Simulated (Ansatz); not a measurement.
# AlBH4OS: rotation by 180° about the S3–Al4 bond, part 1 of 2

How high is the barrier for the rotation by 180° about the S3–Al4 bond? Relax the two ends, then run a nudged elastic band between them. SMILES of the start: OB[S][AlH2].

Method: RHF/def2-SVP, in Ansatz 0.2.0.

### Step 1. Starting point

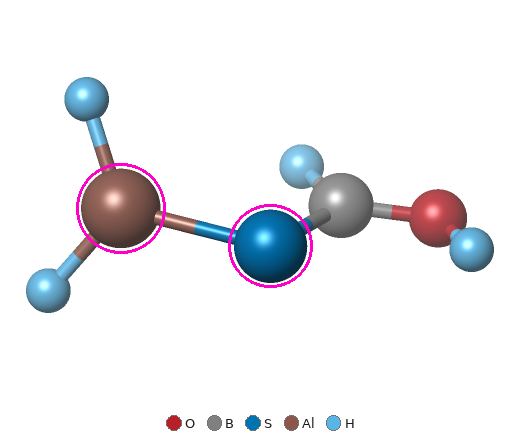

Start, viewed from a chosen angle; oxygen red, boron grey, sulfur blue, aluminium brown, hydrogen blue. Ringed: S3, Al4.

Coordinates:

```xyz
8

O    -1.2733    1.8371   -0.9804
B    -0.5798    0.9635   -0.2814
S     0.1303   -0.5310   -1.0659
Al    0.9887   -1.4864    0.6994
H    -1.4024    1.6798   -1.9191
H    -0.4323    1.1797    0.8645
H     2.2519   -0.9171    1.3694
H     0.3169   -2.7257    1.3135
```

### Step 2. Relaxing end A

input.yaml

```yaml
crystal:
  periodic: [false, false, false]
  atoms:
    - { symbol: O, position_ang: [-1.27331, 1.83706, -0.98038] }
    - { symbol: B, position_ang: [-0.57985, 0.96352, -0.28136] }
    - { symbol: S, position_ang: [0.13034, -0.531, -1.06588] }
    - { symbol: Al, position_ang: [0.9887, -1.48636, 0.6994] }
    - { symbol: H, position_ang: [-1.40239, 1.67978, -1.91913] }
    - { symbol: H, position_ang: [-0.43232, 1.17974, 0.8645] }
    - { symbol: H, position_ang: [2.25188, -0.91707, 1.3694] }
    - { symbol: H, position_ang: [0.31694, -2.72567, 1.31346] }
basis:
  gaussian: { orbitals: def2-SVP }
hamiltonian:
  xc: hf
relax:
  f_tol: 0.015
  max_steps: 40
```

On the command line:

```sh
$ ansatz run input.yaml --threads 1 --pin off --max-ram 2048MiB --backend cpu --events-out ev --progress --plain --runs-dir out
```

Log, cut to the lines that bear on the results:

```text
Warning: RAYON_NUM_THREADS=1 ignored (pool sized by the plan → 1); use --threads N
[...]
Functional definition: HF
[...]
868 factors; integrals over basis functions are off by at most 3.3e-4 eV
[...]
mean field -20167.68400091 eV, -741.1487168862 hartree, gradient 1.8e-5 eV, S^2 0.000000; 0 other end points of the search recorded, 0 dependent functions left out
[...]
reference -20167.68400091 eV, -741.1487168862 hartree; 23, 23 occupied and 61, 61 virtual orbitals, 868 factors
relax step   1: F+E_penalty+E_count = -20167.68400091 eV  Δ(F+E_penalty+E_count) = +0.000e0 eV  max|allowed force component| = 1.361e0 eV/Å  Δτ_max = 0.0000 Å  (33 SCF iters, accepted)
[...]
relax step   5: F+E_penalty+E_count = -20167.78297128 eV  Δ(F+E_penalty+E_count) = -1.557e-2 eV  max|allowed force component| = 2.995e-1 eV/Å  Δτ_max = 0.1335 Å  (31 SCF iters, accepted)
[...]
relax step   9: F+E_penalty+E_count = -20167.84683929 eV  Δ(F+E_penalty+E_count) = -2.012e-2 eV  max|allowed force component| = 4.524e-1 eV/Å  Δτ_max = 0.1467 Å  (32 SCF iters, accepted)
[...]
relax step  13: F+E_penalty+E_count = -20167.90465829 eV  Δ(F+E_penalty+E_count) = -6.271e-4 eV  max|allowed force component| = 1.879e-2 eV/Å  Δτ_max = 0.0278 Å  (34 SCF iters, accepted)
[...]
relax step  15: F+E_penalty+E_count = -20167.90470839 eV  Δ(F+E_penalty+E_count) = +4.200e-5 eV  max|allowed force component| = 2.581e-2 eV/Å  Δτ_max = 0.0178 Å  (34 SCF iters, rejected (line search))
[...]
relax step  16: F+E_penalty+E_count = -20167.90479040 eV  Δ(F+E_penalty+E_count) = -4.000e-5 eV  max|allowed force component| = 7.249e-3 eV/Å  Δτ_max = 0.0086 Å  (34 SCF iters, accepted)
868 factors; integrals over basis functions are off by at most 5.1e-4 eV
[...]
mean field -20167.90479040 eV, -741.1568307502 hartree, gradient 5.5e-5 eV, S^2 0.000000; 1 other end points of the search recorded, 0 dependent functions left out
[...]
reference -20167.90479040 eV, -741.1568307502 hartree; 23, 23 occupied and 61, 61 virtual orbitals, 868 factors
Total energy: -20167.90479040 eV, -741.1568307502 hartree
Atom 0 at    -1.110673     1.954828    -1.122486 Å, force     0.001030    -0.007249     0.002443 eV/Å
Atom 1 at    -0.421807     1.100822    -0.355997 Å, force     0.003968     0.005825    -0.004132 eV/Å
Atom 2 at    -0.456457    -0.708385    -0.719885 Å, force    -0.000099     0.001269     0.001537 eV/Å
Atom 3 at     0.837229    -1.601398     0.819888 Å, force    -0.000548    -0.001776    -0.000983 eV/Å
Atom 4 at    -1.594281     1.565576    -1.835631 Å, force    -0.002436     0.002076    -0.000693 eV/Å
Atom 5 at     0.207346     1.546492     0.557634 Å, force    -0.001152    -0.000864     0.001658 eV/Å
Atom 6 at     1.538833    -0.694204     1.893816 Å, force    -0.001217     0.000714    -0.000362 eV/Å
Atom 7 at     0.999800    -3.163730     0.762671 Å, force     0.000455     0.000005     0.000532 eV/Å
Dipole moment:     0.001514    -0.103558    -0.018274 e Å
```

It took 15 s on 1 thread of Intel Xeon 6975P-C (Granite Rapids), shared host; peak memory 0.16 GiB.

Step by step:

```csv
step,energy from step 1 (eV),largest force component (eV/Å)
1,0.0000,1.3614
2,-0.0621,0.4952
3,-0.0633,0.3906
4,-0.0834,0.1991
5,-0.0990,0.2995
6x,-0.0930,0.4989
7,-0.1204,0.2251
8,-0.1427,0.2846
9,-0.1628,0.4524
10,-0.2020,0.2340
11,-0.2126,0.3388
12,-0.2200,0.0665
13,-0.2207,0.0188
14,-0.2207,0.0102
15x,-0.2207,0.0258
16,-0.2208,0.0072
```

Step 1 is the start. 2 steps were tried and not accepted (marked x).

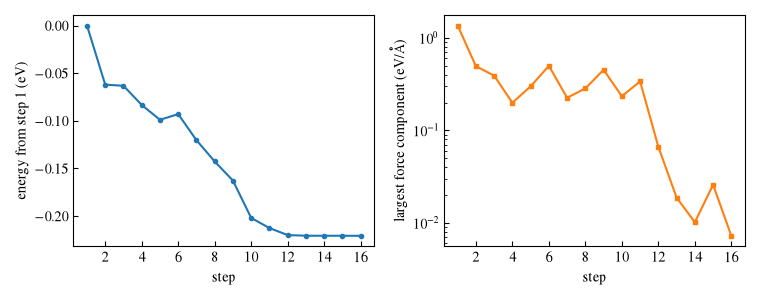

How energy and force went from step to step.

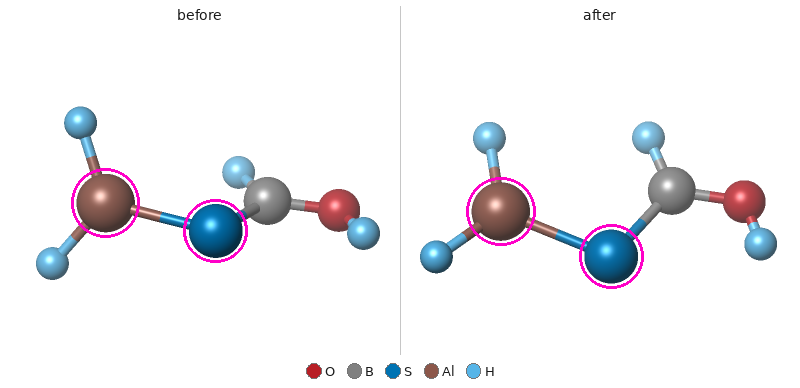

The structure before (left) and after (right), drawn at the same scale.

After: Bond lengths: O1–B2 1.338 Å, B2–S3 1.846 Å, S3–Al4 2.200 Å, O1–H5 0.945 Å, B2–H6 1.195 Å, Al4–H7 1.571 Å, Al4–H8 1.572 Å. Angles: O1–B2–S3 120.2°, O1–B2–H6 118.1°, S3–B2–H6 121.7°, B2–O1–H5 115.6°, B2–S3–Al4 104.4°, S3–Al4–H7 120.4°, S3–Al4–H8 116.0°, H7–Al4–H8 123.5°.

### Step 3. End point B

The second end starts from a geometry with the move made by hand.

input.yaml, as its differences from that of step 2:

```diff
@@ -9,4 +9,4 @@
     - { symbol: H, position_ang: [-0.43232, 1.17974, 0.8645] }
-    - { symbol: H, position_ang: [2.25188, -0.91707, 1.3694] }
-    - { symbol: H, position_ang: [0.31694, -2.72567, 1.31346] }
+    - { symbol: H, position_ang: [0.34623, -2.7465, 1.30593] }
+    - { symbol: H, position_ang: [2.26973, -0.92517, 1.33835] }
 basis:
```

On the command line:

```sh
$ ansatz run input.yaml --threads 1 --pin off --max-ram 2048MiB --backend cpu --events-out ev --progress --plain --runs-dir out
```

Log, cut to the lines that bear on the results:

```text
Warning: RAYON_NUM_THREADS=1 ignored (pool sized by the plan → 1); use --threads N
[...]
Functional definition: HF
[...]
868 factors; integrals over basis functions are off by at most 3.3e-4 eV
[...]
mean field -20167.68521448 eV, -741.1487614842 hartree, gradient 1.8e-5 eV, S^2 0.000000; 0 other end points of the search recorded, 0 dependent functions left out
[...]
reference -20167.68521448 eV, -741.1487614842 hartree; 23, 23 occupied and 61, 61 virtual orbitals, 868 factors
relax step   1: F+E_penalty+E_count = -20167.68521448 eV  Δ(F+E_penalty+E_count) = +0.000e0 eV  max|allowed force component| = 1.357e0 eV/Å  Δτ_max = 0.0000 Å  (33 SCF iters, accepted)
[...]
relax step   4: F+E_penalty+E_count = -20167.75879542 eV  Δ(F+E_penalty+E_count) = -1.199e-2 eV  max|allowed force component| = 1.542e-1 eV/Å  Δτ_max = 0.0285 Å  (33 SCF iters, accepted)
[...]
reference -20167.90477859 eV, -741.1568303164 hartree; 23, 23 occupied and 61, 61 virtual orbitals, 868 factors
Total energy: -20167.90477859 eV, -741.1568303164 hartree
Atom 0 at    -1.111763     1.950496    -1.121802 Å, force    -0.005834     0.002076    -0.006152 eV/Å
Atom 1 at    -0.417698     1.098368    -0.358372 Å, force     0.003168     0.001812     0.004148 eV/Å
Atom 2 at    -0.457462    -0.711323    -0.718526 Å, force     0.002769    -0.004408     0.000436 eV/Å
Atom 3 at     0.848212    -1.605348     0.810320 Å, force     0.001816    -0.000377     0.001440 eV/Å
Atom 4 at    -1.600994     1.559158    -1.829991 Å, force    -0.001800     0.004572    -0.000580 eV/Å
Atom 5 at     0.217836     1.546235     0.549732 Å, force     0.002239    -0.004219     0.001508 eV/Å
Atom 6 at     1.013682    -3.167217     0.748293 Å, force    -0.000605     0.000407     0.000875 eV/Å
Atom 7 at     1.555318    -0.699297     1.881777 Å, force    -0.001753     0.000137    -0.001676 eV/Å
Dipole moment:     0.001493    -0.104101    -0.018038 e Å
```

Run time: 15 s. Hardware: 1 thread of Intel Xeon 6975P-C (Granite Rapids), shared host; peak memory 0.17 GiB.

Relaxation path:

```csv
step,energy from step 1 (eV),largest force component (eV/Å)
1,0.0000,1.3573
2,-0.0616,0.4891
3x,-0.0613,0.4241
4,-0.0736,0.1542
5,-0.0861,0.1072
6,-0.1070,0.2182
7,-0.1132,0.4733
8,-0.1735,0.2556
9,-0.2074,0.1512
10x,-0.2073,0.2267
11,-0.2119,0.1109
12,-0.2181,0.0200
13,-0.2184,0.1217
14,-0.2189,0.0663
15,-0.2196,0.0062
```

Step 1 is the start. 2 steps were tried and not accepted (marked x).

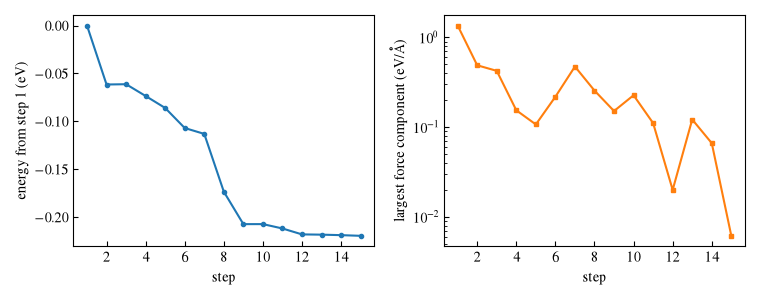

How energy and force went from step to step.

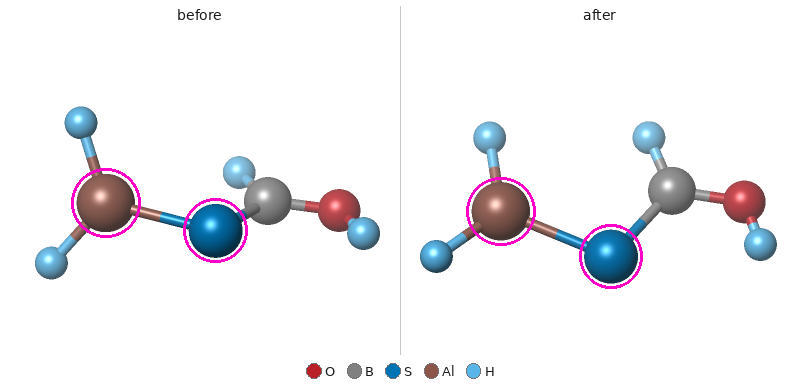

Before and after, at one scale.

After: Bond lengths: O1–B2 1.338 Å, B2–S3 1.846 Å, S3–Al4 2.200 Å, O1–H5 0.946 Å, B2–H6 1.195 Å, Al4–H7 1.572 Å, Al4–H8 1.571 Å. Angles: O1–B2–S3 120.1°, O1–B2–H6 118.1°, S3–B2–H6 121.8°, B2–O1–H5 115.6°, B2–S3–Al4 104.5°, S3–Al4–H7 116.0°, S3–Al4–H8 120.4°, H7–Al4–H8 123.5°.

### Step 4. Nudged elastic band

crystal.atoms is end A as relaxed above, and neb.final_atoms is end B, turned to lie on A. With 9 inner images the band has 11 in all. The start path is listed, through a guess of the saddle.

input.yaml

```yaml
crystal:
  periodic: [false, false, false]
  atoms:
    - { symbol: O, position_ang: [-1.110673, 1.954828, -1.122486] }
    - { symbol: B, position_ang: [-0.421807, 1.100822, -0.355997] }
    - { symbol: S, position_ang: [-0.456457, -0.708385, -0.719885] }
    - { symbol: Al, position_ang: [0.837229, -1.601398, 0.819888] }
    - { symbol: H, position_ang: [-1.594281, 1.565576, -1.835631] }
    - { symbol: H, position_ang: [0.207346, 1.546492, 0.557634] }
    - { symbol: H, position_ang: [1.538833, -0.694204, 1.893816] }
    - { symbol: H, position_ang: [0.9998, -3.16373, 0.762671] }
basis:
  gaussian: { orbitals: def2-SVP }
hamiltonian:
  xc: hf
neb:
  order_check: false
  images: 9
  f_tol: 0.03
  max_iterations: 60
  final_atoms:
    - { symbol: O, position_ang: [-1.11514507, 1.95408541, -1.11953269] }
    - { symbol: B, position_ang: [-0.42873753, 1.10106231, -0.35020182] }
    - { symbol: S, position_ang: [-0.43769707, -0.70441094, -0.7329023] }
    - { symbol: Al, position_ang: [0.84264577, -1.60136463, 0.81552648] }
    - { symbol: H, position_ang: [-1.58274308, 1.56561667, -1.84373446] }
    - { symbol: H, position_ang: [0.17971947, 1.54535689, 0.57798113] }
    - { symbol: H, position_ang: [1.02878838, -3.16024473, 0.73867468] }
    - { symbol: H, position_ang: [1.51315911, -0.70009997, 1.91419899] }
  initial_path:
    images:
      - { positions_ang: [[-1.110673, 1.954828, -1.122486], [-0.421807, 1.100822, -0.355997], [-0.456457, -0.708385, -0.719885], [0.837229, -1.601398, 0.819888], [-1.594281, 1.565576, -1.835631], [0.207346, 1.546492, 0.557634], [1.538833, -0.694204, 1.893816], [0.9998, -3.16373, 0.762671]] }
      - { positions_ang: [[-1.09684502, 1.9509863, -1.11152905], [-0.40803601, 1.08717258, -0.3652282], [-0.48275563, -0.71815751, -0.71789927], [0.82279471, -1.59307074, 0.81664337], [-1.61052213, 1.58056458, -1.81375211], [0.24973485, 1.52084418, 0.52522668], [1.48121204, -0.69215282, 1.90951154], [1.0444072, -3.13618558, 0.75703703]] }
      - { positions_ang: [[-1.08301705, 1.9471446, -1.10057209], [-0.39426502, 1.07352317, -0.37445939], [-0.50905427, -0.72793002, -0.71591355], [0.80836042, -1.58474348, 0.81339875], [-1.62676326, 1.59555317, -1.79187322], [0.2921237, 1.49519636, 0.49281936], [1.42359107, -0.69010164, 1.92520709], [1.0890144, -3.10864116, 0.75140306]] }
      - { positions_ang: [[-1.06918907, 1.9433029, -1.08961514], [-0.38049403, 1.05987375, -0.38369059], [-0.5353529, -0.73770252, -0.71392782], [0.79392613, -1.57641622, 0.81015412], [-1.64300439, 1.61054175, -1.76999433], [0.33451255, 1.46954854, 0.46041204], [1.36597011, -0.68805046, 1.94090263], [1.1336216, -3.08109674, 0.74576909]] }
      - { positions_ang: [[-1.05536109, 1.9394612, -1.07865818], [-0.36672304, 1.04622434, -0.39292178], [-0.56165153, -0.74747503, -0.7119421], [0.77949183, -1.56808896, 0.80690949], [-1.65924552, 1.62553034, -1.74811544], [0.3769014, 1.44390072, 0.42800472], [1.30834914, -0.68599929, 1.95659817], [1.1782288, -3.05355231, 0.74013512]] }
      - { positions_ang: [[-1.04153311, 1.93561949, -1.06770123], [-0.35295205, 1.03257492, -0.40215298], [-0.58795017, -0.75724754, -0.70995637], [0.76505754, -1.5597617, 0.80366487], [-1.67548665, 1.64051892, -1.72623656], [0.41929025, 1.4182529, 0.3955974], [1.25072818, -0.68394811, 1.97229371], [1.222836, -3.02600789, 0.73450115]] }
      - { positions_ang: [[-1.05625551, 1.93931268, -1.07806752], [-0.36810914, 1.0462724, -0.39176274], [-0.55789955, -0.74668022, -0.71454556], [0.78057519, -1.56808229, 0.80603719], [-1.65693794, 1.62553847, -1.74973614], [0.3713761, 1.4436737, 0.43207414], [1.20634022, -1.17920743, 1.72556991], [1.28090062, -2.56082631, 0.97044072]] }
      - { positions_ang: [[-1.0709779, 1.94300586, -1.08843382], [-0.38326624, 1.05996988, -0.38137251], [-0.52784893, -0.7361129, -0.71913474], [0.79609283, -1.57640287, 0.80840951], [-1.63838922, 1.61055802, -1.77323572], [0.32346194, 1.4690945, 0.46855089], [1.16195226, -1.67446676, 1.4788461], [1.33896525, -2.09564472, 1.20638029]] }
      - { positions_ang: [[-1.08570029, 1.94669904, -1.09880011], [-0.39842334, 1.07366735, -0.37098228], [-0.49779831, -0.72554558, -0.72372393], [0.81161048, -1.58472346, 0.81078183], [-1.61984051, 1.59557757, -1.7967353], [0.27554779, 1.49451529, 0.50502764], [1.1175643, -2.16972608, 1.23212229], [1.39702987, -1.63046314, 1.44231985]] }
      - { positions_ang: [[-1.10042268, 1.95039223, -1.1091664], [-0.41358043, 1.08736483, -0.36059205], [-0.46774769, -0.71497826, -0.72831311], [0.82712813, -1.59304405, 0.81315416], [-1.60129179, 1.58059712, -1.82023488], [0.22763363, 1.51993609, 0.54150438], [1.07317634, -2.66498541, 0.98539849], [1.45509449, -1.16528155, 1.67825942]] }
      - { positions_ang: [[-1.11514507, 1.95408541, -1.11953269], [-0.42873753, 1.10106231, -0.35020182], [-0.43769707, -0.70441094, -0.7329023], [0.84264577, -1.60136463, 0.81552648], [-1.58274308, 1.56561667, -1.84373446], [0.17971947, 1.54535689, 0.57798113], [1.02878838, -3.16024473, 0.73867468], [1.51315911, -0.70009997, 1.91419899]] }
```

On the command line:

```sh
$ ansatz run input.yaml --threads 1 --pin off --max-ram 2048MiB --backend cpu --events-out ev --progress --plain --runs-dir out
```

Log, cut to the lines that bear on the results:

```text
Warning: RAYON_NUM_THREADS=1 ignored (pool sized by the plan → 1); use --threads N
[...]
Functional definition: HF
[...]
869 factors; integrals over basis functions are off by at most 4.0e-4 eV
[...]
mean field -20167.90480269 eV, -741.1568312020 hartree, gradient 1.8e-5 eV, S^2 0.000000; 0 other end points of the search recorded, 0 dependent functions left out
[...]
reference -20167.90480269 eV, -741.1568312020 hartree; 23, 23 occupied and 61, 61 virtual orbitals, 869 factors
869 factors; integrals over basis functions are off by at most 5.5e-4 eV
[...]
mean field -20167.90478446 eV, -741.1568305320 hartree, gradient 1.8e-5 eV, S^2 0.000000; 0 other end points of the search recorded, 0 dependent functions left out
[...]
reference -20167.90478446 eV, -741.1568305320 hartree; 23, 23 occupied and 61, 61 virtual orbitals, 869 factors
[...]
NEB iter  18: max|band force component| = 2.286e-2 eV/Å  barrier→ = 0.1650 eV  barrier← = 0.1650 eV  CI = image 5  Δτ_max = 0.0000 Å  (581 SCF iters)
Total energy: -20167.73975560 eV, -741.1507658331 hartree
Atom 0 at    -0.888716     1.924378    -1.233029 Å, force     0.002898    -0.007696     0.003164 eV/Å
Atom 1 at    -0.269976     0.975871    -0.519326 Å, force    -0.001629     0.008965    -0.000859 eV/Å
Atom 2 at    -0.987870    -0.697689    -0.313628 Å, force    -0.001858    -0.005123    -0.001533 eV/Å
Atom 3 at     0.652839    -1.519952     0.944896 Å, force     0.000715     0.000638     0.002164 eV/Å
Atom 4 at    -1.713646     1.669669    -1.618745 Å, force    -0.000573     0.003934    -0.001019 eV/Å
Atom 5 at     0.782591     1.273676    -0.017707 Å, force    -0.000346    -0.002078     0.000524 eV/Å
Atom 6 at     0.564015    -1.378978     2.508312 Å, force     0.000607     0.001934    -0.002371 eV/Å
Atom 7 at     1.860752    -2.246973     0.249237 Å, force     0.000186    -0.000575    -0.000070 eV/Å
Dipole moment:    -0.057218    -0.118910     0.010791 e Å
this run last wrote the band of iteration 18 to <dir>
```

It took 2 min on 1 thread of Intel Xeon 6975P-C (Granite Rapids), shared host; peak memory 0.17 GiB.

(Continued in part 2 of 2.)
